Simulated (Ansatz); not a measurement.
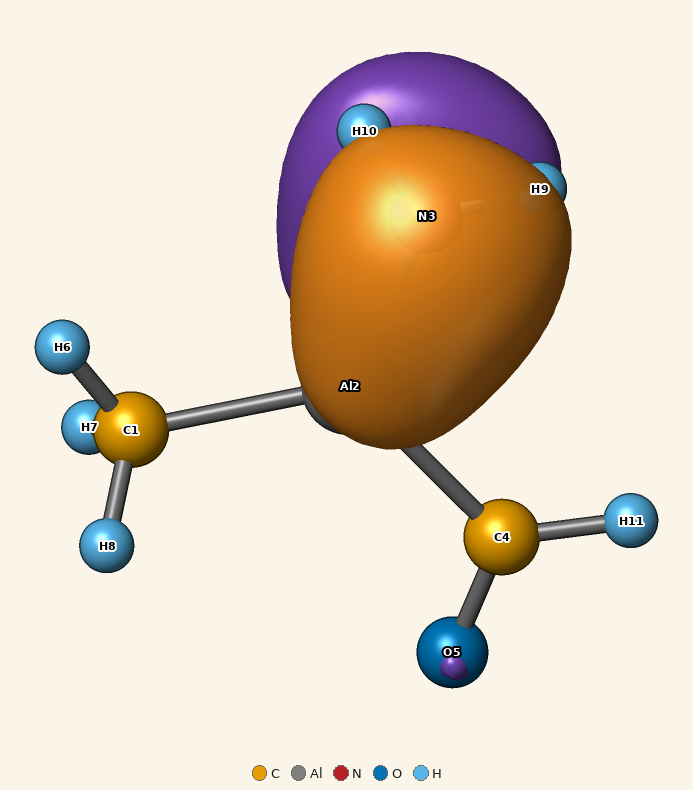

C2H6AlNO. The HOMO−1 at ±0.1 Å⁻³ᐟ² (orange and purple are the two phases), seen at an oblique angle.

Theory: Ansatz, RKS PBE0-D4/def2-SVP.

```xyz
11

C    -1.1102    1.1295    0.5549
Al    0.3149   -0.0445   -0.0623
N     1.5484   -0.7132    1.0241
C     0.4447   -0.5465   -2.0166
O    -0.3631   -0.0725   -2.7899
H    -1.1561    1.2107    1.6522
H    -0.9780    2.1465    0.1486
H    -2.0914    0.7769    0.1969
H     2.3095   -1.3212    0.7418
H     1.6044   -0.5474    2.0234
H     1.2301   -1.2471   -2.4381
```

> Where does this orbital lie, and at what energy?

By Hirshfeld shares it lies mainly on N3 (about 75 %); largely a lone pair of N3. Its energy is −7.48 eV.
